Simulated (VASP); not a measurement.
Energy against volume of BaTiO3 (cubic perovskite). These are revTPSS meta-GGA, VASP's PBE PAW potentials (set 64) (plane waves; VASP 6.6.1) values and carry that method's errors.

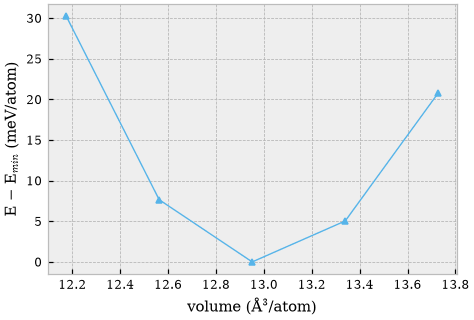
Energy against volume

Task: Estimate the equilibrium volume and the bulk modulus.

Result: The minimum lies near 13.0 Å³/atom, and the curvature gives B0 of about 170 GPa.

Measured: bulk modulus 162 GPa (computed value off by +6.2 %), as given by Yu-ichiro Matsushita et al., Physical Review B (2011), arXiv:1104.2769; a 4.001 Å (computed value off by +0.4 %), as given by Yubo Zhang et al., Physical Review B (2017), arXiv:1702.04817. The calculation is for a static lattice, while the measured bulk modulus, a hold thermal and zero-point effects, which are part of the difference.

The compound is BaTiO3 in the cubic perovskite structure, the ideal cubic form; the compound distorts at low or room temperature. It was relaxed first.
